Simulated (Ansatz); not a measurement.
Redistribution: CH8OSi2 + SiH2(CH3)(OH) → CH8O2Si2 + SiH3(CH3)

Gas-phase species: CH8OSi2 `CO[SiH2][SiH3]`, singlet; SiH2(CH3)(OH), singlet; CH8O2Si2 `CO[SiH](O)[SiH3]`, singlet; SiH3(CH3) (methylsilane), singlet. The partners trade H for OH; both sit on Si, so the bond types are kept.

Shapes, held fixed at every level: PBE0-D4/def2-TZVP. Flexible molecules stand in one conformer, not always the lowest. Programs: Ansatz 0.2.0. The zero-point and thermal change to 298 K, harmonic and unscaled (PBE0-D4/def2-TZVP), is +0.5 kJ/mol.

```json
{"level": "HF/def2-SVP", "kind": "Hartree–Fock", "ΔH(298 K) (kJ/mol)": "-14.7", "less CCSD(T)/CBS estimate": "+1.8"}
{"level": "HF/def2-TZVPP", "kind": "Hartree–Fock", "ΔH(298 K) (kJ/mol)": "-12.7", "less CCSD(T)/CBS estimate": "+3.8"}
{"level": "SPW92/def2-TZVPP", "kind": "LDA", "ΔH(298 K) (kJ/mol)": "-20.8", "less CCSD(T)/CBS estimate": "-4.3"}
{"level": "BHLYP-D4/def2-TZVPP", "kind": "global hybrid", "ΔH(298 K) (kJ/mol)": "-16.6", "less CCSD(T)/CBS estimate": "-0.1"}
{"level": "PBE0-D4/def2-TZVPP", "kind": "global hybrid", "ΔH(298 K) (kJ/mol)": "-17.9", "less CCSD(T)/CBS estimate": "-1.4"}
{"level": "wB97M-V/def2-TZVPP", "kind": "range-separated hybrid", "ΔH(298 K) (kJ/mol)": "-17.8", "less CCSD(T)/CBS estimate": "-1.3"}
{"level": "CCSD/def2-TZVPP", "kind": "coupled cluster or CI", "ΔH(298 K) (kJ/mol)": "-16.4", "less CCSD(T)/CBS estimate": "+0.1"}
{"level": "CCSD(T)/CBS estimate", "kind": "coupled cluster or CI", "ΔH(298 K) (kJ/mol)": "-16.5", "less CCSD(T)/CBS estimate": "0.0"}
```

The highest level, CCSD(T)/CBS estimate, gives ΔH(298 K) = -16.5 kJ/mol; the levels span -20.8 to -12.7. The column of differences is taken from that level and isn't an error. No measured value is set beside it here. The CBS estimate extrapolates MP2 from def2-TZVPP and def2-QZVPP and adds CCSD(T) − MP2 in the triple-zeta set, cores frozen.

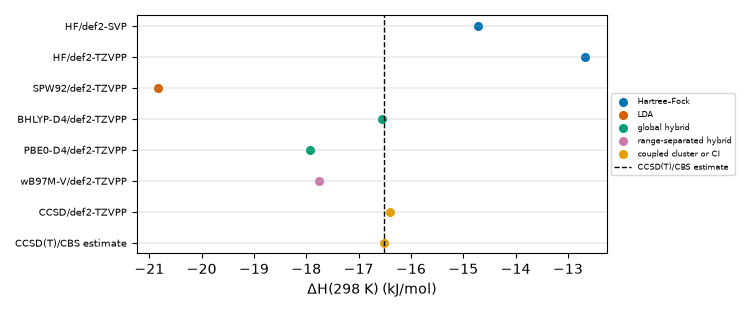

The values of the table, level by level.
